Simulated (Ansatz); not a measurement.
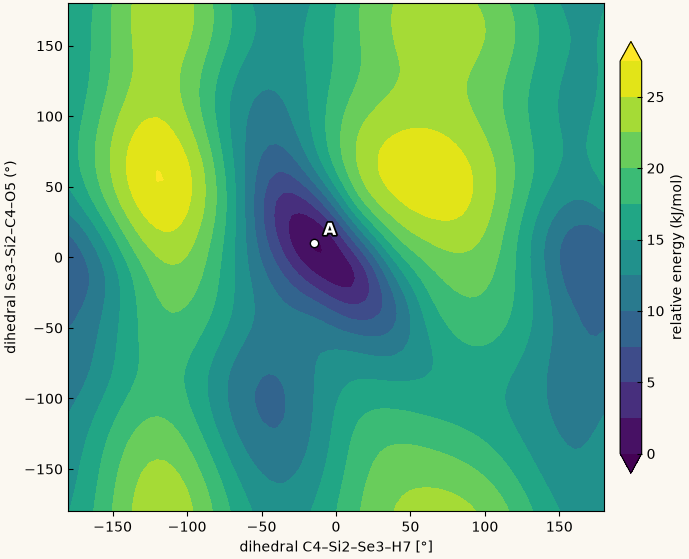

CH₃FOSeSi, SMILES O=C[SiH](F)[SeH]. Coordinates scanned: (1) dihedral C4–Si2–Se3–H7; (2) dihedral Se3–Si2–C4–O5. Nothing is relaxed (all other coordinates rigid). Grid: 15 × 15 points. Points are written as (first, second). Energies are in kJ/mol, from the lowest grid point. The calculation used RKS CAM-B3LYP-D4/def2-SVP (Ansatz 0.2.0).

In the figure: filled contours, one colour for all values above the top of the scale, the point A. Between grid points the surface is interpolated.

### What is the easiest way out of the well at A, and how high is the barrier?

The easiest path leads from the well at (−12°, 12°) to the well at about (−45°, −100°), about 9.7 kJ/mol higher. Its highest point lies about 11 kJ/mol above the bottom of the first well on the interpolated surface, at about (−35°, −55°). Seen from the upper well the barrier is about 1.5 kJ/mol. The start is the relaxed structure and all else is held, so a fully relaxed path at this level can only be lower.

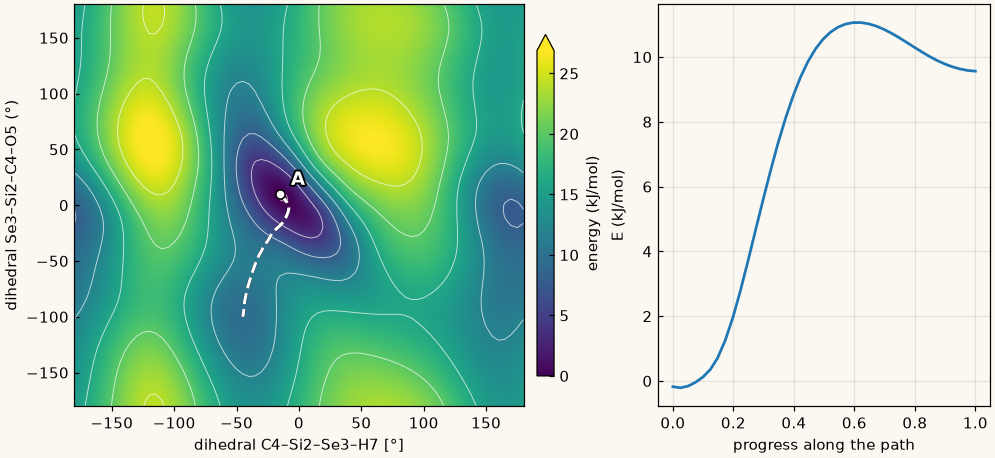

Drawn: a smooth colour map with a few white contour lines, a line along the lowest path, one colour for all values above the top of the scale, the energy along the path at the right. Between grid points the surface is interpolated.
